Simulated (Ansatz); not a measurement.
# Starting-point dependence of the GW gap of Ag3AuSe2 (I4_132)

Aim: G0W0 for Ag3AuSe2 (I4_132) on several starting functionals, at one mesh, band count and screening cutoff.

Main program and level: Ansatz 0.2.0; G0W0 on several functionals, plane waves, PAW.

In doubt: one-shot GW on d or f shells is unsure, so the values of those runs are not to be relied on; masses and optical values from hybrid runs of this build are listed as unsure (steps 3, 4), which bears on the screening that GW takes from such a start.

### 1. Set-up

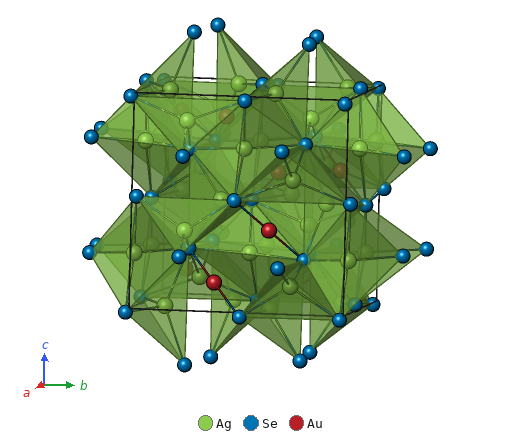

Start, viewed slightly off an axis; silver green, selenium blue, gold red. This picture shows the conventional cell, with its axes. Bonds to atoms that aren't drawn are left out. Some periodic images of atoms are drawn too.

Geometry: measured cell, ions relaxed with r2SCAN. The runs that relaxed it are not among those shown. Spin-orbit coupling is left out unless a step names it.

### 2. G0W0 on r2SCAN

G0W0 replaces the xc potential by the self-energy, built once from these orbitals. Only a window of levels is corrected, while the sums run over the empty bands that the input names. This step takes hard PAW files.

This step: G0W0 on r2SCAN, plane waves, PAW.

input.yaml

```yaml
crystal:
  lattice:
    - [-4.975, 4.975, 4.975]
    - [4.975, -4.975, 4.975]
    - [4.975, 4.975, -4.975]
  atoms:
    - { symbol: Ag, position: [0.25, 0.6207106707, 0.3707106707] }
    - { symbol: Ag, position: [0.6207106707, 0.75, 0.3707106707] }
    - { symbol: Ag, position: [0.75, 0.8792893293, 0.1292893293] }
    - { symbol: Ag, position: [0.8792893293, 0.25, 0.1292893293] }
    - { symbol: Ag, position: [0.3707106707, 0.25, 0.6207106707] }
    - { symbol: Ag, position: [0.3707106707, 0.6207106707, 0.75] }
    - { symbol: Ag, position: [0.1292893293, 0.75, 0.8792893293] }
    - { symbol: Ag, position: [0.1292893293, 0.8792893293, 0.25] }
    - { symbol: Ag, position: [0.25, 0.1292893293, 0.8792893293] }
    - { symbol: Ag, position: [0.6207106707, 0.3707106707, 0.25] }
    - { symbol: Ag, position: [0.75, 0.3707106707, 0.6207106707] }
    - { symbol: Ag, position: [0.8792893293, 0.1292893293, 0.75] }
    - { symbol: Se, position: [0.5378148057, 0.5378148057, 0.5378148057] }
    - { symbol: Se, position: [0.5378148057, 0.5, 0.0] }
    - { symbol: Se, position: [0.5, 0.0, 0.9621851943] }
    - { symbol: Se, position: [0.0, 0.5378148057, 0.5] }
    - { symbol: Se, position: [0.9621851943, 0.5, 0.0] }
    - { symbol: Se, position: [0.9621851943, 0.9621851943, 0.9621851943] }
    - { symbol: Se, position: [0.0, 0.9621851943, 0.5] }
    - { symbol: Se, position: [0.5, 0.0, 0.5378148057] }
    - { symbol: Au, position: [0.25, 0.25, 0.25] }
    - { symbol: Au, position: [0.25, 0.5, 0.0] }
    - { symbol: Au, position: [0.5, 0.0, 0.25] }
    - { symbol: Au, position: [0.0, 0.25, 0.5] }
kpoints:
  mp_grid: { grid: [2, 2, 2] }
hamiltonian:
  xc: r2scan
  pseudopotentials: { kind: paw, source: ansatz }
scf:
  occupations: { method: fixed }
gw:
  n_empty_bands: 1470
  ecut_chi: 120.0
  qp_bands: [v4, c4]
  qp_kpoints: band_edges
  screening: { model: contour_deformation }
```

Run with:

```bash
> ansatz run input.yaml --threads 16 --pin off --max-ram 82944MiB --backend cuda --events-out ev --progress --plain --runs-dir out --devices 1 --max-vram 78GiB
```

Numbers of over 12 decimals in the logs are rounded to 6 here.

The program printed:

```text
GPUs: using 1 of 1 available (devices: 1).
Engine: ansatz 0.2.0, aarch64-unknown-linux-gnu
Pseudopotentials: kind: paw
Pseudopotential: Ag, paw, valence charge 19, recommended cutoff 680 eV (meta_gga), Ag.paw.azcp
Pseudopotential: Se, paw, valence charge 16, recommended cutoff 820 eV (meta_gga), Se.paw.azcp
Pseudopotential: Au, paw, valence charge 19, recommended cutoff 930 eV (meta_gga), Au.paw.azcp
Functional definition: r2SCAN
  parameter k0 = 0.174
  parameter k1 = 0.065
  parameter a1 = 4.9479
  exchange = r2scan_x(k0 = k0, k1 = k1, a1 = a1)
  correlation = r2scan_c
[...]
Crystal: 24 atoms, lattice volume = 492.537 Å³
Basis set: ecut = 930 eV, 31677 PW (Γ), exchange–correlation on 432×432×432 points (64 copies of the dense FFT grid, shifted against one another)
Bands: 260, of which v1, the nominal top of the filled ones, is band 216 counted from 1 (215 counted from 0)
Symmetry: 24 space group operations
Space group: I4132 (ITA 214), of the structure as read, at distance tolerance 7.9e-5 Å
k-points: 3 of 8
Non-local potential: Ag, projectors of the file, l = 0: 3, l = 1: 2, l = 2: 2, l = 3: 2
Non-local potential: Se, projectors of the file, l = 0: 2, l = 1: 2, l = 2: 3, l = 3: 1
Non-local potential: Au, projectors of the file, l = 0: 3, l = 1: 3, l = 2: 2, l = 3: 2
PAW form: soft (Blöchl's): semilocal exchange-correlation on the pseudo side does not see the compensation charge
PAW frozen core: Ag, regenerated for the run's functional (the file was generated under x = pbe(κ = 0.804, μ = 0.219515), c = pbe(β = 0.066725))
PAW frozen core: Se, regenerated for the run's functional (the file was generated under x = pbe(κ = 0.804, μ = 0.219515), c = pbe(β = 0.066725))
PAW frozen core: Au, regenerated for the run's functional (the file was generated under x = pbe(κ = 0.804, μ = 0.219515), c = pbe(β = 0.066725))
PAW one-centre angular grid: Ag, 590 points (default); XC on 160 Gauss nodes
PAW one-centre angular grid: Se, 590 points (default); XC on 160 Gauss nodes
PAW one-centre angular grid: Au, 590 points (default); XC on 255 of its mesh's 1761 points in the sphere
Initial density: superposition of atomic densities (chi_scale 0.1, normalization cell, long waves kept (reshape's long-wave potential 0.07 eV rms))
Initial wavefunctions: pseudopotential atomic-orbital guess
[...]
Functional: x = r2scan, c = r2scan; τ floored in thin density (d = 2e-4 eV/Å³)
SCF iter   1: F=—  HF=-188040.015826 eV  |F-HF|=—  |Δ(HF+E_count)|=         —  Δρ=8.97e-2  dr2=8.24e1  dr2_τ=1.04e1  ethr=3.10e-3  ⟨swp⟩=4.3  Hψ=2122  notcnv=0  defer=121
preconditioner: auto → Resta (q_TF=auto, 2.669 Å⁻¹)  ε∞=6.5  [insulator: Δε(μ)=0.226 eV  Ē_g=10.668 eV  n_scr=140 (ndim 8)  ℏωp=25.0 eV  f_vac=0.046  ε∞_Penn≈6.5]
SCF iter   2: F=—  HF=-188026.009440 eV  |F-HF|=—  |Δ(HF+E_count)|=    1.40e1  Δρ=2.35e-2  dr2=2.48e0  dr2_τ=1.12e1  ethr=3.10e-3  ⟨swp⟩=3.0  Hψ=1575  notcnv=0  defer=124
SCF iter   3: F=—  HF=-188025.540185 eV  |F-HF|=—  |Δ(HF+E_count)|=   4.69e-1  Δρ=1.20e-2  dr2=9.04e-1  dr2_τ=5.34e-2  ethr=5.74e-4  ⟨swp⟩=2.0  Hψ=1505  notcnv=0  defer=124
SCF iter   4: F=—  HF=-188025.284817 eV  |F-HF|=—  |Δ(HF+E_count)|=   2.55e-1  Δρ=4.26e-3  dr2=1.47e-1  dr2_τ=3.52e-3  ethr=2.09e-4  ⟨swp⟩=2.7  Hψ=1320  notcnv=0  defer=124
SCF iter   5: F=—  HF=-188025.238871 eV  |F-HF|=—  |Δ(HF+E_count)|=   4.59e-2  Δρ=1.30e-3  dr2=2.36e-2  dr2_τ=1.02e-3  ethr=3.39e-5  ⟨swp⟩=2.0  Hψ=1014  notcnv=0  defer=124
SCF iter   6: F=—  HF=-188025.234841 eV  |F-HF|=—  |Δ(HF+E_count)|=   4.03e-3  Δρ=4.91e-4  dr2=1.90e-3  dr2_τ=2.39e-4  ethr=5.46e-6  ⟨swp⟩=2.0  Hψ=1014  notcnv=0  defer=124
[...]
SCF iter   9: F=—  HF=-188025.234949 eV  |F-HF|=—  |Δ(HF+E_count)|=   1.19e-5  Δρ=1.74e-5  dr2=2.85e-6  dr2_τ=1.45e-7  ethr=1.59e-8  ⟨swp⟩=2.0  Hψ=1201  notcnv=0  defer=110
SCF iter  10: F=—  HF=-188025.234950 eV  |F-HF|=—  |Δ(HF+E_count)|=   2.92e-7  Δρ=4.33e-6  dr2=1.22e-7  dr2_τ=1.84e-8  ethr=6.59e-10  ⟨swp⟩=2.0  Hψ=994  notcnv=0  defer=110
SCF iter  11: F=-188025.234950 eV  HF=-188025.234950 eV  |F-HF|=6.98e-10  |Δ(HF+E_count)|=   4.25e-8  Δρ=1.22e-6  dr2=8.03e-9  dr2_τ=2.33e-9  ethr=2.31e-11  ⟨swp⟩=11.3  Hψ=3921  notcnv=0
SCF 1 converged in 11 iterations: F = -188025.234950 eV  dr2 = 8.03e-9
[...]
SCF converged after 11 iterations
[...]
--- G₀W₀: contour deformation, 8 samples at zero and on the imaginary axis and 2 off it, 8 q-points, 1470 empty bands' worth ---
  eigenvalues of the whole cell's RPA ε∞ on this k-mesh (on a slab, of 1 + 4πα/V) = 22.9741, 22.9741, 22.9741; static W/v taken at q = 0 is 0.043527
  bands read: the sum over 1686 bands ends inside a degenerate multiplet in 2 slots, whose members it reads at an even weight; the widest, k=2: bands 1686 to 1688 (counted from 1) at 1/3 each
  gw.qp_kpoints: band_edges: 3 of 3 stored k-points solved, in 1 pass; an edge of the gap read off the rows below is read off those points alone
    ik  band        ε_KS         Σx   Σc(E_QP)       V_xc       Z   E_QP_lin       E_QP  E_QP is
     0   213     13.5343   -24.6133     2.6183   -21.8806  0.7408    13.4195    13.4200  root
     0   214     13.5343   -24.6133     2.6183   -21.8806  0.7408    13.4195    13.4200  root
     0   215     13.8145   -24.4523     2.5365   -21.8004  0.7435    13.6985    13.6990  root
     0   216     13.8145   -24.4523     2.5365   -21.8004  0.7435    13.6985    13.6990  root
     0   217     14.2755   -13.3605    -3.4127   -16.8288  0.7681    14.3312    14.3311  root
     0   218     14.6301   -10.7825    -3.1934   -13.8841  0.7750    14.5386    14.5382  root
     0   219     14.6301   -10.7825    -3.1934   -13.8841  0.7750    14.5386    14.5382  root
     0   220     15.0269   -11.9467    -3.6017   -15.5494  0.7708    15.0278    15.0278  root
     1   213     13.2735   -24.2924     2.6996   -21.4496  0.7379    13.1295    13.1304  root
     1   214     13.3776   -24.5497     2.6358   -21.7771  0.7402    13.2399    13.2408  root
     1   215     13.5354   -25.1290     2.5832   -22.4418  0.7428    13.4310    13.4314  root
     1   216     13.7578   -24.3635     2.4817   -21.7677  0.7439    13.6430    13.6436  root
     1   217     15.1174   -11.7209    -3.5795   -15.3115  0.7673    15.1285    15.1285  root
     1   218     15.6777   -12.7690    -3.2441   -16.0377  0.7640    15.7023    15.7022  root
     1   219     16.0975   -11.3553    -3.7784   -15.1423  0.7630    16.1061    16.1061  root
     1   220     16.1522   -11.1376    -3.7422   -14.8769  0.7636    16.1494    16.1494  root
     2   213     12.9500   -26.4575     2.6487   -23.7096  0.7417    12.8504    12.8507  root
     2   214     13.0812   -26.5985     3.0007   -23.4753  0.7356    12.9579    12.9586  root
     2   215     13.0812   -26.5985     3.0007   -23.4753  0.7356    12.9579    12.9586  root
     2   216     13.0812   -26.5985     3.0007   -23.4753  0.7356    12.9579    12.9586  root
     2   217     15.8998   -10.9248    -3.5321   -14.4215  0.7670    15.8644    15.8643  root
     2   218     15.8998   -10.9248    -3.5321   -14.4215  0.7670    15.8644    15.8643  root
     2   219     15.8998   -10.9248    -3.5321   -14.4215  0.7670    15.8644    15.8643  root
     2   220     16.4440   -12.3409    -3.6751   -16.0839  0.7574    16.5120    16.5117  root
```

Wall time 30 s (1 × NVIDIA GB200 (shared by 2 runs) with 16 threads of Arm Neoverse V2, shared host); peak memory 12 GiB.

This step gave:

| Property | Result |
| --- | --- |
| bands summed | 1686 |
| RPA ε∞ on this mesh (eigenvalues) | 22.97, 22.97, 22.97 |
| plane waves in the screening matrix | 1481 |
| q-points in the mesh | 8 |
| G0W0 gap on the mesh | 0.6320 eV |
| k of the valence top | 0, 0, 0 |
| k of the conduction bottom | 0, 0, 0 |
| starting gap on the mesh | 0.4610 eV |
| Z at the valence top | 0.7435 |
| Z at the conduction bottom | 0.7681 |
| least direct G0W0 gap on the computed points | 0.6320 eV |

The gap on the mesh goes from 0.46 eV to 0.63 eV, a correction of +0.17 eV. Between the two edge states, bare exchange in place of the xc potential would open the gap by 6.12 eV, and correlation takes back 5.95 eV.

### 3. G0W0 on HSE06

One-shot GW remembers its start. Another functional's orbitals and levels show by how much.

This step: G0W0 on HSE06, plane waves, PAW.

Changes to input.yaml since step 2:

```diff
@@ -33,3 +33,3 @@
 hamiltonian:
-  xc: r2scan
+  xc: hse06
   pseudopotentials: { kind: paw, source: ansatz }
```

The program printed:

```text
GPUs: using 1 of 1 available (devices: 1).
[...]
davidson cushion auto → on  (no smearing: the cushion is to keep the highest requested band from converging to the state above it; pin scf.eigensolver.cushion to override)
[...]
Crystal: 24 atoms, lattice volume = 492.537 Å³
Basis set: ecut = 617 eV, 17309 PW (Γ)
Bands: 260, of which v1, the nominal top of the filled ones, is band 216 counted from 1 (215 counted from 0)
[... 1 set-up line as in the run before ...]
[...]
k-points: 3 of 8
[...]
SCF iter   1: F=—  HF=-187763.269118 eV  |F-HF|=—  |Δ(HF+E_count)|=         —  Δρ=1.07e-1  dr2=1.21e2  ethr=1.00e-1  ⟨swp⟩=7.7  Hψ=2300  notcnv=0
[...]
SCF iter   2: F=—  HF=-187796.563014 eV  |F-HF|=—  |Δ(HF+E_count)|=    3.33e1  Δρ=1.20e-1  dr2=2.25e2  ethr=2.79e-2  ⟨swp⟩=4.0  Hψ=2245  notcnv=0
[...]
SCF iter  11: F=-187744.529221 eV  HF=-187744.529221 eV  |F-HF|=5.96e-8  |Δ(HF+E_count)|=   2.46e-8  Δρ=3.92e-6  dr2=7.94e-8  ethr=1.29e-10  ⟨swp⟩=4.0  Hψ=2283  notcnv=0
SCF 1 converged in 11 iterations: F = -187744.529221 eV  dr2 = 7.94e-8
[...]
Exchange kernel: α = 0.2500, screened, ω = 0.2079 Å⁻¹, Wigner–Seitz truncation, v(0) = 1037.7110 eV·Å³, q-mesh 2×2×2, nearest image of the exchange supercell L = 17.23 Å, pair-density grid 48×48×48, without the augmentation charges, whose exchange is taken in its separable form by FFT convolution over the k-point mesh (sized by the pseudopotential files, 60×60×60 at the most), smooth part of the exact exchange by density-matrix convolution in up to 11.30 GiB of GPU memory as planned if the GPU has room (build and FFT work areas not counted)
[...]
hybrid outer 1: dexx = +1.591e-1 eV, tail = 3.22e-4 eV
[...]
SCF 3 converged in 5 iterations: F = -187806.736023 eV  dr2 = 1.58e-8
[...]
hybrid outer 2: dexx = +4.981e-6 eV, tail = 1.33e-7 eV, Δε = 5.24e-3 eV (about 1.24e-4 eV left of the loop's levels)
[...]
guard bands above this table: 24 of the run's 260 bands. The solve was not asked for them (output.publish_guard_bands: true or output.eigenvalues: true publishes all)
[...]
0   213     13.1360   -23.5245     2.3053   -21.3127  0.7693    13.2293    13.2295  root
     0   214     13.1360   -23.5245     2.3053   -21.3127  0.7693    13.2293    13.2295  root
     0   215     13.4328   -23.5345     2.2480   -21.3719  0.7716    13.5181    13.5183  root
     0   216     13.4328   -23.5345     2.2480   -21.3719  0.7716    13.5181    13.5183  root
     0   217     14.3878   -12.7794    -3.4596   -16.2358  0.7944    14.3846    14.3846  root
     0   218     14.6651   -10.2723    -3.2402   -13.4387  0.8009    14.5914    14.5913  root
     0   219     14.6651   -10.2723    -3.2402   -13.4387  0.8009    14.5914    14.5913  root
     0   220     15.1497   -11.3241    -3.6593   -14.9372  0.7967    15.1035    15.1035  root
[...]
2   217     15.9923   -10.5289    -3.5270   -13.9933  0.7935    15.9298    15.9297  root
     2   218     15.9923   -10.5289    -3.5270   -13.9933  0.7935    15.9298    15.9297  root
     2   219     15.9923   -10.5289    -3.5270   -13.9933  0.7935    15.9298    15.9297  root
     2   220     16.6274   -11.7706    -3.6610   -15.3978  0.7854    16.5936    16.5935  root
```

It took 2.8 min on 1 × NVIDIA GB200 (shared by 2 runs) with 16 threads; peak memory 6.4 GiB; 9.6 min of CPU time.

Numbers from this step:

- bands summed: 1686
- RPA ε∞ on this mesh (eigenvalues): 13.57, 13.57, 13.57
- plane waves in the screening matrix: 1481
- q-points in the mesh: 8
- G0W0 gap on the mesh: 0.8662 eV
- k of the valence top: 0, 0, 0
- k of the conduction bottom: 0, 0, 0
- starting gap on the mesh: 0.9549 eV
- Z at the valence top: 0.7716
- Z at the conduction bottom: 0.7944
- least direct G0W0 gap on the computed points: 0.8662 eV

Against the run with 2×2×2 mesh, 1470 empty bands, screening to 120 eV, hard PAW files on r2SCAN, the gap moves by +0.23 eV, while the start moved by +0.49 eV.

### 4. G0W0 on PBE0

This step: G0W0 on PBE0, plane waves, PAW.

Changes to input.yaml since step 3:

```diff
@@ -33,3 +33,3 @@
 hamiltonian:
-  xc: hse06
+  xc: pbe0
   pseudopotentials: { kind: paw, source: ansatz }
```

The program printed:

```text
GPUs: using 1 of 1 available (devices: 1).
[...]
Crystal: 24 atoms, lattice volume = 492.537 Å³
Basis set: ecut = 617 eV, 17309 PW (Γ)
Bands: 260, of which v1, the nominal top of the filled ones, is band 216 counted from 1 (215 counted from 0)
[... 1 set-up line as in the run before ...]
[...]
k-points: 3 of 8
[...]
0   218     14.9700   -10.2428    -3.1785   -13.1140  0.8191    14.6637    14.6627  root
     0   219     14.9700   -10.2428    -3.1785   -13.1140  0.8191    14.6637    14.6627  root
     0   220     15.4740   -11.2596    -3.5990   -14.5694  0.8151    15.1858    15.1849  root
[...]
2   217     16.3153   -10.5028    -3.4513   -13.6541  0.8129    16.0162    16.0152  root
     2   218     16.3153   -10.5028    -3.4513   -13.6541  0.8129    16.0162    16.0152  root
     2   219     16.3153   -10.5028    -3.4513   -13.6541  0.8129    16.0162    16.0152  root
     2   220     16.9709   -11.7026    -3.5768   -14.9947  0.8064    16.6872    16.6862  root
```

Run time: 2.8 min. Hardware: 1 × NVIDIA GB200 (shared by 2 runs) with 16 threads; peak memory 6.4 GiB.

This step gave:

```yaml
bands_summed: 1686
rpa_eps_infinity_on_this_mesh_eigenvalues: 10.31, 10.31, 10.31
plane_waves_in_the_screening_matrix: 1481
g0w0_gap_on_the_mesh: 1.046 eV
k_of_the_valence_top: 0, 0, 0
k_of_the_conduction_bottom: 0, 0, 0
starting_gap_on_the_mesh: 1.613 eV
least_direct_g0w0_gap_on_the_computed_points: 1.046 eV
```

Against the run with 2×2×2 mesh, 1470 empty bands, screening to 120 eV, hard PAW files on HSE06, the gap moves by +0.18 eV, while the start moved by +0.66 eV.

### 5. Side by side

All on the 2×2×2 mesh with 1470 empty bands and screening to 120 eV. Times are wall times on 1 × NVIDIA GB200 (shared by 2 runs) with 16 threads of Arm Neoverse V2, shared host, good to a factor of about two.

```
 start  starting gap (eV)  shift (eV)  G0W0 gap (eV)  RPA ε∞ (harmonic mean)  Z (valence, conduction)     time
r2SCAN               0.46       +0.17           0.63                   22.97               0.74, 0.77     30 s
 HSE06               0.95       −0.09           0.87                   13.57               0.77, 0.79  2.8 min
  PBE0               1.61       −0.57           1.05                   10.31               0.79, 0.81  2.8 min
```

How the two edges are built up, in eV (the quasiparticle level is the starting level plus Σx plus Σc less Vxc):

```
   run               edge  start      Σx     Σc     Vxc     Z     QP
r2SCAN        valence top  13.81  -24.45   2.54  -21.80  0.74  13.70
r2SCAN  conduction bottom  14.28  -13.36  -3.41  -16.83  0.77  14.33
 HSE06        valence top  13.43  -23.53   2.25  -21.37  0.77  13.52
 HSE06  conduction bottom  14.39  -12.78  -3.46  -16.24  0.79  14.38
  PBE0        valence top  13.08  -23.53   2.16  -21.70  0.79  13.42
  PBE0  conduction bottom  14.70  -12.73  -3.40  -15.90  0.81  14.46
```

For a hybrid start, Vxc holds its share of exact exchange.

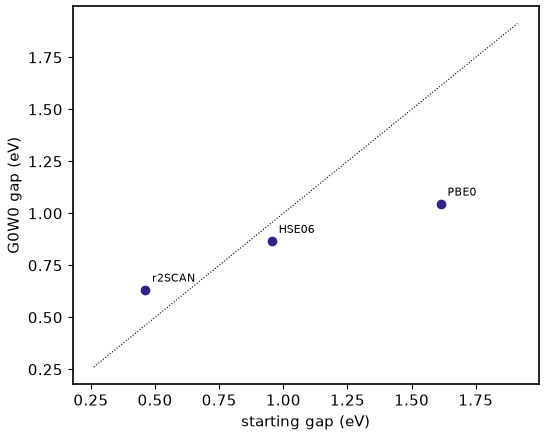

G0W0 gap against starting gap; on the dotted line the correction would vanish.

### 6. Outcome

```yaml
g0w0_r2scan: 0.63 eV (start 0.46 eV)
g0w0_hse06: 0.87 eV (start 0.95 eV)
g0w0_pbe0: 1.05 eV (start 1.61 eV)
known_limits: not at the basis limit; d shell near the gap, gap tends to lie low; no spin-orbit coupling; coarse k mesh
```

What this shows: The starting gaps span 1.15 eV and the G0W0 gaps 0.41 eV. Between r2SCAN and PBE0, 0.41 eV of the 1.15 eV survives, 36 %. On HSE06 and PBE0 the correction is negative: that start lies above its own G0W0 value. The smallest correction, −0.09 eV, is on HSE06, the start nearest to reproducing itself. Bands and cutoff are finite, so the gap is not at the basis limit. The miss can reach some tenths of an eV and take either sign; the mesh is an error of its own. The 2×2×2 mesh is coarse for this cell (its supercell is 17 Å along the shortest edge). The RPA ε∞ on it, from the r2SCAN start, is 22.97; such meshes misread the long-range screening, most where the gap is narrow. The program warns that the mesh is coarse for exact exchange, which bears on the hybrid start's gap. A d shell, filled or nearly so, lies near the gap. One-shot GW converges very slowly in bands there, not always from below, and on a semilocal start the gap tends to come out low; starts rich in exact exchange can overshoot instead. The many-body steps are scalar-relativistic: spin-orbit coupling is not in them.

[Paths, hosts, dates, memory and timing lines, banners, echoed tables and standing remarks are left out of the program output.]

[Logs are printed without paths, hosts, clocks, repeated set-up lines and the standing remarks that a program may print on its own settings, such as how far it seeks lower states.]

[Runs of the session that timed out or met a known fault of the program may be left out.]

[Cells called generated may have been cut or substituted from an entry of the Crystallography Open Database or the Materials Project.]

[Hosts, paths, dates, database ids (printed as entryN), source tags and the programs' standing remarks are cut or masked in the printed files.]
